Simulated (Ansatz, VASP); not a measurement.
## Cross-check of RuS between VASP and Ansatz

Wanted: the spread between two codes on one cell, functional and k mesh. The cell is invented: As first built, before any earlier steps moved the atoms: it takes the ZrS structure with some of its atoms replaced by other elements, volume scaled by an estimate. It may not be a known or stable phase. The cell comes out of the VASP series on this material, whose earlier steps may have relaxed, scaled or displaced it; both programs get it as it stands.

Calculated with Ansatz 0.2.0; plane waves, with VASP 6.6.1 beside it; band structure at r2SCAN.

## 1. The starting structure

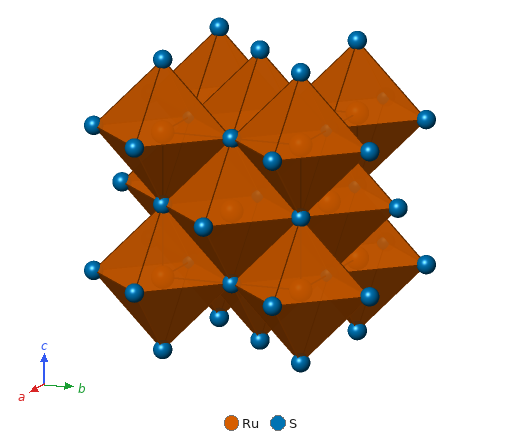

The cell as given, slightly off an axis (ruthenium orange, sulfur blue). This picture shows the conventional cell, with its axes. Some periodic images of atoms are drawn too.

## 2. Ansatz: band structure, r2SCAN

Ansatz runs on its default PAW (the set named soft_2) files.

The same path points are solved in both programs, so levels can be compared one by one.

input.yaml

```yaml
crystal:
  lattice:
    - [0.0, 2.4508609976, 2.4508609976]
    - [2.4508609976, 0.0, 2.4508609976]
    - [2.4508609976, 2.4508609976, 0.0]
  atoms:
    - { symbol: Ru, position: [0.0, 0.0, 0.0] }
    - { symbol: S, position: [0.5, 0.5, 0.5] }
hamiltonian:
  xc: r2scan
  pseudopotentials: { kind: paw }
kpoints:
  mp_grid: { grid: [7, 7, 7] }
  band_path:
    path:
      - [0.0, 0.0, 0.0]
      - [0.16667, 0.0, 0.16667]
      - [0.33333, 0.0, 0.33333]
      - [0.5, 0.0, 0.5]
      - [0.5, 0.08333, 0.58333]
      - [0.5, 0.18333, 0.68333]
      - [0.5, 0.25, 0.75]
      - [0.45, 0.3, 0.75]
      - [0.40833, 0.34167, 0.75]
      - [0.35, 0.35, 0.7]
      - [0.225, 0.225, 0.45]
      - [0.075, 0.075, 0.15]
      - [0.03333, 0.03333, 0.03333]
      - [0.23333, 0.23333, 0.23333]
      - [0.4, 0.4, 0.4]
      - [0.51667, 0.46667, 0.51667]
      - [0.55833, 0.38333, 0.55833]
      - [0.60833, 0.28333, 0.60833]
      - [0.60833, 0.25, 0.64167]
      - [0.55833, 0.25, 0.69167]
      - [0.51667, 0.25, 0.73333]
      - [0.5, 0.3, 0.7]
      - [0.5, 0.38333, 0.61667]
      - [0.5, 0.48333, 0.51667]
      - [0.475, 0.475, 0.55]
      - [0.425, 0.425, 0.65]
      - [0.38333, 0.38333, 0.73333]
      - [0.59167, 0.18333, 0.59167]
      - [0.55, 0.1, 0.55]
      - [0.5, 0.0, 0.5]
    npoints: 1
scf:
  occupations: { method: fermi_dirac, width: 0.05 }
  n_extra_bands: 7
output:
  forces: true
  stress: true
  eigenvalues: true
  write_density: true
  write_potential: true
  elf: true
  volumetric_format: npy
```

Started as:

```console
$ ansatz run input.yaml --threads 2 --pin off --max-ram 4608MiB --backend cpu --events-out ev --progress --plain --runs-dir out
```

Numbers of over 12 decimals in the logs are rounded to 6 here.

Output:

```text
scf.n_extra_bands = 7 over 11 filled bands (N_el = 22.0): the run solves 18 bands
Engine: ansatz 0.2.0, aarch64-unknown-linux-gnu
Pseudopotentials: kind: paw
Pseudopotential: Ru, paw, valence charge 16, recommended cutoff 500 eV (meta_gga), Ru.paw.azcp
Pseudopotential: S, paw, valence charge 6, recommended cutoff 500 eV (meta_gga), S.paw.azcp
Functional definition: r2SCAN
  parameter k0 = 0.174
  parameter k1 = 0.065
  parameter a1 = 4.9479
  exchange = r2scan_x(k0 = k0, k1 = k1, a1 = a1)
  correlation = r2scan_c
Crystal: 2 atoms, lattice volume = 29.443 Å³
Basis set: ecut = 500 eV, 725 PW (Γ), exchange–correlation on 108×108×108 points (64 copies of the dense FFT grid, shifted against one another)
Bands: 18, of which v1, the nominal top of the filled ones, is band 11 counted from 1 (10 counted from 0)
Symmetry: 48 space group operations
Space group: Fm-3m (ITA 225), of the structure as read, at distance tolerance 3.1e-5 Å
k-points: 20 of 343
Non-local potential: Ru, projectors of the file, l = 0: 3, l = 1: 2, l = 2: 2, l = 3: 1
Non-local potential: S, projectors of the file, l = 0: 2, l = 1: 2, l = 2: 2
PAW form: soft (Blöchl's): semilocal exchange-correlation on the pseudo side does not see the compensation charge
PAW frozen core: Ru, regenerated for the run's functional (the file was generated under x = pbe(κ = 0.804, μ = 0.219515), c = pbe(β = 0.066725))
PAW frozen core: S, regenerated for the run's functional (the file was generated under x = pbe(κ = 0.804, μ = 0.219515), c = pbe(β = 0.066725))
PAW one-centre angular grid: Ru, 590 points (default); XC on 160 Gauss nodes
PAW one-centre angular grid: S, 302 points (default); XC on 160 Gauss nodes
Initial density: superposition of atomic densities (neutral atoms: chi_scale 0, normalization atom), corrected by the library's trained network
Initial wavefunctions: pseudopotential atomic-orbital guess
Functional: x = r2scan, c = r2scan; τ floored in thin density (d = 2e-4 eV/Å³)
SCF iter   1: F=—  HF=-6796.018050 eV  |F-HF|=—  |Δ(HF+E_count)|=         —  Δρ=1.07e-2  dr2=1.13e-2  dr2_τ=5.74e-2  ethr=1.77e-3  ⟨swp⟩=5.3  Hψ=2007  notcnv=0  defer=10
preconditioner: auto → Kerker (q_TF=auto, 2.599 Å⁻¹)  [metal: Δε(μ)=0.047 eV  Ē_g=12.721 eV  σ=0.050 eV  W_gap=0.22  n_scr=14 (ndim 8)  ℏωp=25.6 eV  f_vac=0.000  D(μ)=4.87/eV (n_scr^D=64)]
SCF iter   2: F=—  HF=-6796.069128 eV  |F-HF|=—  |Δ(HF+E_count)|=   5.11e-2  Δρ=7.08e-3  dr2=3.96e-3  dr2_τ=3.92e-4  ethr=5.12e-5  ⟨swp⟩=2.0  Hψ=828  notcnv=0  defer=28
SCF iter   3: F=—  HF=-6796.071083 eV  |F-HF|=—  |Δ(HF+E_count)|=   1.95e-3  Δρ=2.38e-3  dr2=6.76e-4  dr2_τ=7.63e-5  ethr=1.80e-5  ⟨swp⟩=1.4  Hψ=402  notcnv=0  defer=28
SCF iter   4: F=—  HF=-6796.071321 eV  |F-HF|=—  |Δ(HF+E_count)|=   2.38e-4  Δρ=4.00e-4  dr2=4.12e-5  dr2_τ=9.69e-6  ethr=3.07e-6  ⟨swp⟩=2.5  Hψ=537  notcnv=0  defer=28
SCF iter   5: F=—  HF=-6796.071323 eV  |F-HF|=—  |Δ(HF+E_count)|=   2.08e-6  Δρ=1.01e-4  dr2=2.49e-6  dr2_τ=2.06e-7  ethr=1.87e-7  ⟨swp⟩=2.1  Hψ=479  notcnv=0  defer=28
SCF iter   6: F=-6796.071324 eV  HF=-6796.071324 eV  |F-HF|=2.81e-8  |Δ(HF+E_count)|=   7.29e-7  Δρ=2.03e-5  dr2=7.97e-8  dr2_τ=6.79e-9  ethr=4.55e-10  ⟨swp⟩=10.7  Hψ=2415  notcnv=0
SCF 1 converged in 6 iterations: F = -6796.071324 eV  dr2 = 7.97e-8
  greatest PAW one-centre occupation: 0.999 electrons in one spin orbital (limit 2), on the Ru atom at site 0 (counted from 0), in its partial waves of l = 1
NSCF: frozen V_eff on 30 k-points
SCF converged after 6 iterations
Free energy (F): -6796.071324 eV
Harris-Foulkes:  -6796.071324 eV  (|F-HF|=2.81e-8)
Internal energy: -6796.029834 eV  (E = F + TS)
E sigma→0 (E₀):  -6796.050579 eV
Entropy (-TS):   -0.041489 eV (-20.745 meV/atom)
Fermi energy:    15.909601 eV
--- Per-component energies (eV) ---
  E_band       = -130.416224
  E_kinetic    = 626.476078
  E_local      = -1757.114510  (includes V_loc(G=0)·N_el)
  E_nonlocal   = 375.990200
  E_hartree    = 599.404417
  E_xc         = -275.819197
  E_vxc        = -360.331083  (∫ρ·V_xc dr)
  E_paw        = -4090.776614  (= ΣΔE_a)
  E_vpaw       = -236.907760  (= ΣTr[D̂ρ^β])
  E_aug_tail   = 0.000094  (compensation charges beyond the density's cutoff)
  E_vtau       = 22.665995  (kinetic-family band-sum trace: ∫τ·v_τ [+ j·A + Jᵃ·Aᵃ] dr)
  E_ewald      = -2273.769580
  E_core_change = -0.420722  (= ΣΔE_core)
  E_smearing   = -0.041489  (= −TS)
  E_closure    = 0.000000  (closes the sum)
  Σ components = -6796.071324   (vs F -6796.071324, Δ=0.00e0)
--- Forces (eV/Å), atoms counted from 1 ---
  atom   1  Ru    -0.00000000     0.00000000    -0.00000000
  atom   2  S      0.00000000    -0.00000000    -0.00000000
  max |Σ_I F_I| component: 3.78e-30 eV/Å
--- Stress (GPa, compression-positive) ---
       -0.770514       0.000000      -0.000000
        0.000000      -0.770514       0.000000
        0.000000       0.000000      -0.770514
  P = ⅓ Tr σ = -0.7705 GPa (-7.705 kbar)
--- Band table (eV; the first three rows and the last of 20) ---
  k-point 0: bands = [... 7 lower, 13.4308, 13.7342, 13.7342, 13.7342, 13.7743, 13.7743, 21.0772, 27.2449, ... 3 higher]
  k-point 1: bands = [... 7 lower, 11.9478, 13.7433, 13.7433, 14.4972, 15.9020, 15.9020, 22.1643, 26.1163, ... 3 higher]
  k-point 2: bands = [... 7 lower, 10.6987, 14.4299, 14.4299, 15.1300, 18.1892, 18.1892, 22.1717, 25.7878, ... 3 higher]
  k-point 19: bands = [... 7 lower, 10.3725, 14.6344, 15.2186, 15.8255, 16.5703, 16.9994, 23.4101, 25.1246, ... 3 higher]
```

Run time: 3.1 s. Hardware: 2 threads of Arm Neoverse N1, shared host; peak memory 0.36 GiB.

## 3. VASP: band structure, r2SCAN

The same cell, functional, mesh and smearing now go to VASP, with its own data sets and cutoff.

Lines of VASP's logs that name or quote its potential files are left out, and so is its time.

INCAR

```
SYSTEM = RuS
PREC = Accurate
ENCUT = 400
EDIFF = 1E-06
NELM = 100
ISMEAR = -1
SIGMA = 0.05
LREAL = .FALSE.
ALGO = Normal
METAGGA = R2SCAN
LASPH = .TRUE.
NBANDS = 22
LORBIT = 11
LWAVE = .FALSE.
LCHARG = .FALSE.
```

POSCAR

```
RuS
1.0
    0.0000000000      2.4508609976      2.4508609976
    2.4508609976      0.0000000000      2.4508609976
    2.4508609976      2.4508609976      0.0000000000
Ru S
1 1
Direct
    0.0000000000      0.0000000000      0.0000000000
    0.5000000000      0.5000000000      0.5000000000
```

KPOINTS

```
Automatic mesh
0
Gamma
7 7 7
0 0 0
```

KPOINTS_OPT

```
Line mode
16
Line-mode
Reciprocal
  0.00000000   0.00000000   0.00000000 GAMMA
  0.50000000   0.00000000   0.50000000 X

  0.50000000   0.00000000   0.50000000 X
  0.50000000   0.25000000   0.75000000 W

  0.50000000   0.25000000   0.75000000 W
  0.37500000   0.37500000   0.75000000 K

  0.37500000   0.37500000   0.75000000 K
  0.00000000   0.00000000   0.00000000 GAMMA

  0.00000000   0.00000000   0.00000000 GAMMA
  0.50000000   0.50000000   0.50000000 L

  0.50000000   0.50000000   0.50000000 L
  0.62500000   0.25000000   0.62500000 U

  0.62500000   0.25000000   0.62500000 U
  0.50000000   0.25000000   0.75000000 W

  0.50000000   0.25000000   0.75000000 W
  0.50000000   0.50000000   0.50000000 L

  0.50000000   0.50000000   0.50000000 L
  0.37500000   0.37500000   0.75000000 K

  0.62500000   0.25000000   0.62500000 U
  0.50000000   0.00000000   0.50000000 X
```

Potentials, in the order of the species: Ru_pv and S (PBE family, release 64).

Started as:

```console
$ mpirun -np 1 vasp_std
```

Output:

```text
[banner, memory and clock lines left out]
running    1 mpi-ranks, on    1 nodes
 distrk:  each k-point on    1 cores,    1 groups
 distr:  one band on    1 cores,    1 groups

 POSCAR found type information on POSCAR RuS
 POSCAR found :  2 types and       2 ions
|                                                                             |
|               ----> ADVICE to this user running VASP <----                  |
|                                                                             |
|     You enforced a specific xc type in the INCAR file but a different       |
|     [... a line on the potential file left out ...]
|     I HOPE YOU KNOW WHAT YOU ARE DOING!                                     |
|                                                                             |

 LDA part: xc-table for (None), standard interpolation
 POSCAR, INCAR and KPOINTS ok, starting setup
 FFT: planning ... GRIDC
 FFT: planning ... GRID_SOFT
 FFT: planning ... GRID
 WAVECAR not read
 entering main loop
       N       E                     dE             d eps       ncg     rms          rms(c)
DAV:   1     0.117779812513E+03    0.11778E+03   -0.95255E+03   880   0.756E+02
DAV:   2    -0.350297975761E+02   -0.15281E+03   -0.14722E+03  1000   0.252E+02
DAV:   3    -0.390129130884E+02   -0.39831E+01   -0.39359E+01  1036   0.416E+01
DAV:   4    -0.390310417846E+02   -0.18129E-01   -0.18127E-01   998   0.317E+00
DAV:   5    -0.390311546965E+02   -0.11291E-03   -0.11291E-03  1076   0.243E-01    0.169E+01
DAV:   6    -0.330979281893E+02    0.59332E+01   -0.46558E+00   928   0.184E+01    0.780E+00
DAV:   7    -0.329490429593E+02    0.14889E+00   -0.31372E-01   982   0.572E+00    0.549E+00
DAV:   8    -0.329751337401E+02   -0.26091E-01   -0.28013E-02   994   0.126E+00    0.950E-01
DAV:   9    -0.329751604125E+02   -0.26672E-04   -0.42879E-03  1024   0.554E-01    0.236E-01
DAV:  10    -0.329755433412E+02   -0.38293E-03   -0.66296E-04   982   0.186E-01    0.755E-02
DAV:  11    -0.329755398379E+02    0.35034E-05   -0.40315E-05  1030   0.599E-02    0.259E-02
DAV:  12    -0.329755415131E+02   -0.16752E-05   -0.14970E-05  1006   0.317E-02    0.246E-02
DAV:  13    -0.329755416216E+02   -0.10847E-06   -0.25477E-07   608   0.404E-03
   1 F= -.32975542E+02 E0= -.32954650E+02  d E =-.417834E-01
 Start KPOINTS_OPT (optional k-point list driver)
k-point batch [1-20\160]
       N       E                     dE             ncg
DAV:   1     0.635811522954E+03   -0.80389E+04      888
DAV:   2    -0.246210820256E+04   -0.30979E+04     1042
DAV:   3    -0.253438324353E+04   -0.72275E+02      996
DAV:   4    -0.253470143758E+04   -0.31819E+00     1012
DAV:   5    -0.253470378248E+04   -0.23449E-02     1042
DAV:   6    -0.253470380762E+04   -0.25140E-04     1056
DAV:   7    -0.253470380790E+04   -0.28218E-06      852
[...]
k-point batch [141-160\160]
       N       E                     dE             ncg
DAV:   1     0.582724098805E+03   -0.14403E+05      904
DAV:   2    -0.248525471573E+04   -0.30680E+04     1006
DAV:   3    -0.256094237284E+04   -0.75688E+02     1066
DAV:   4    -0.256129874516E+04   -0.35637E+00      952
DAV:   5    -0.256130146605E+04   -0.27209E-02     1146
DAV:   6    -0.256130149517E+04   -0.29123E-04     1000
DAV:   7    -0.256130149550E+04   -0.32649E-06      968
```

Parts of OUTCAR (step 3):

```text
ion  position               nearest neighbor table
   1  0.000  0.000  0.000-   2 2.45   2 2.45   2 2.45   2 2.45   2 2.45   2 2.45
   2  0.500  0.500  0.500-   1 2.45   1 2.45   1 2.45   1 2.45   1 2.45   1 2.45

  LATTYP: Found a face centered cubic cell.
 ALAT       =     4.9017219952

 Subroutine GETGRP returns: Found 48 space group operations
 (whereof 48 operations were pure point group operations)

The static configuration has the point symmetry O_h .

 Found     20 irreducible k-points:

   k-points           NKPTS =     20   k-points in BZ     NKDIM =     20   number of bands    NBANDS=     22

   dimension x,y,z NGX =    24 NGY =   24 NGZ =   24
   dimension x,y,z NGXF=    48 NGYF=   48 NGZF=   48

   ENCUT  =  400.0 eV  29.40 Ry    5.42 a.u.   5.65  5.65  5.65*2*pi/ulx,y,z

   NELECT =      20.0000    total number of electrons

 k-points in reciprocal lattice and weights: Automatic mesh
   0.00000000  0.00000000  0.00000000       0.003
   0.14285714  0.00000000  0.00000000       0.023
   0.28571429  0.00000000  0.00000000       0.023
   0.42857143  0.00000000  0.00000000       0.023
   0.14285714  0.14285714  0.00000000       0.017
   0.28571429  0.14285714  0.00000000       0.070
   0.42857143  0.14285714  0.00000000       0.070
  -0.42857143  0.14285714  0.00000000       0.070
  -0.28571429  0.14285714  0.00000000       0.070
[...]
-0.42857143  0.42857143  0.14285714       0.070
  -0.28571429  0.42857143  0.14285714       0.070

 average (electrostatic) potential at core
       1 -74.0785       2 -85.7017

 E-fermi :  10.1343

 k-point     1 :       0.0000    0.0000    0.0000
  band No.  band energies     occupation
    ...
      8       7.9455      2.00000
      9       7.9455      2.00000
     10       7.9455      2.00000
     11       7.9854      2.00000
     12       7.9854      2.00000
     13      15.2710      0.00000
     14      20.3635      0.00000
     15      21.4823      0.00000
     16      22.8519      0.00000
     17      22.8519      0.00000
    ...

 k-point     2 :       0.1429    0.0000    0.0000
  band No.  band energies     occupation
    ...
      8       7.9648      2.00000
      9       7.9648      2.00000
     10       8.7164      2.00000
     11      10.1188      1.15354
     12      10.1188      1.15346
     13      16.3601      0.00000
     14      20.3623      0.00000
     15      20.4091      0.00000
     16      22.2144      0.00000
     17      22.2144      0.00000
    ...

 k-point     3 :       0.2857    0.0000    0.0000
  band No.  band energies     occupation
    ...
      6       4.9064      2.00000
      7       4.9064      2.00000
      8       8.6535      2.00000
      9       8.6535      2.00000
     10       9.3514      2.00000
     11      12.4110      0.00000
     12      12.4110      0.00000
     13      16.4035      0.00000
     14      20.1100      0.00000
     15      20.1100      0.00000
    ...

  Total       -0.1764104     -0.1764104     -0.1764104      0.0000000     -0.0000000      0.0000000
  in kB       -9.5995000     -9.5995000     -9.5995000      0.0000000     -0.0000000      0.0000000
  external PRESSURE =      -9.5995000 kB  Pullay stress =       0.0000000 kB

  energy-cutoff  :      400.00
  volume of cell :       29.44
      direct lattice vectors                 reciprocal lattice vectors
     0.000000000  2.450860998  2.450860998    -0.204009938  0.204009938  0.204009938
     2.450860998  0.000000000  2.450860998     0.204009938 -0.204009938  0.204009938
     2.450860998  2.450860998  0.000000000     0.204009938  0.204009938 -0.204009938

 POSITION                                       TOTAL-FORCE (eV/Angst)
 -----------------------------------------------------------------------------------
      0.00000      0.00000      0.00000         0.000000      0.000000     -0.000000
      2.45086      2.45086      2.45086        -0.000000     -0.000000      0.000000
 -----------------------------------------------------------------------------------
    total drift:                                0.000000     -0.000000     -0.000000

  FREE ENERGIE OF THE ION-ELECTRON SYSTEM (eV)
  ---------------------------------------------------
  free  energy   TOTEN  =       -32.9755416216 eV

  energy  without entropy=      -32.9337582569  energy(sigma->0) =      -32.95464994

 total charge
# of ion       s       p       d       tot
------------------------------------------
    1        0.255   6.173   6.175  12.603
    2        1.302   2.381   0.000   3.683
--------------------------------------------------
tot          1.558   8.553   6.175  16.286

[... 3 further parts left out ...]
```

The run ends at a pressure of -0.96 GPa.

## 4. Comparison

Known differences besides the PAW data sets themselves: VASP keeps PBE cores, Ansatz makes them for the functional; the data sets hold 22 valence electrons in Ansatz (default PAW (the set named soft_2) files) and 20 in VASP; the cutoff is 500 eV in Ansatz and 400 eV in VASP. Total energies have different zeros and are not compared.

Compared:

```
      quantity  Ansatz   VASP  difference
pressure (GPa)   -0.77  -0.96       +0.19
```

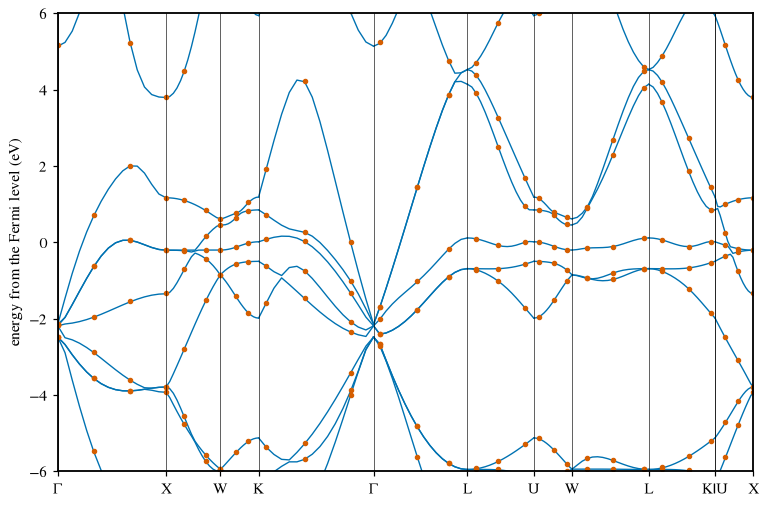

Bands from VASP (lines) and levels from Ansatz (dots). Dots without a line are higher empty bands that the VASP plot leaves out.

Levels from 3 eV below to 2 eV above the Fermi level differ by 6 meV r.m.s. and 14 meV at most; each VASP level is matched to the nearest of Ansatz, which flatters the figure a little. Ansatz's pressure holds a Pulay correction of 0.07 GPa; VASP's holds none.

## 5. Results

```
r.m.s. difference of levels near the Fermi level (band structure, r2SCAN) : 5.9 meV
```

**Reading.** The r.m.s. difference of levels near the Fermi level is 5.9 meV (band structure, r2SCAN), within the 80 meV picked in this series as the mark of a large difference. Differences of this kind measure data sets and numerical settings, not the functional's error against experiment.

[Lines on the potential files, build, host, timing and source positions are cut from VASP's logs without a mark.]

[Logs are printed without paths, hosts, clocks, repeated set-up lines and the standing remarks that a program may print on its own settings, such as how far it seeks lower states.]

[Hosts, paths, dates, database ids (printed as entryN), source tags and the programs' standing remarks are cut or masked in the printed files.]
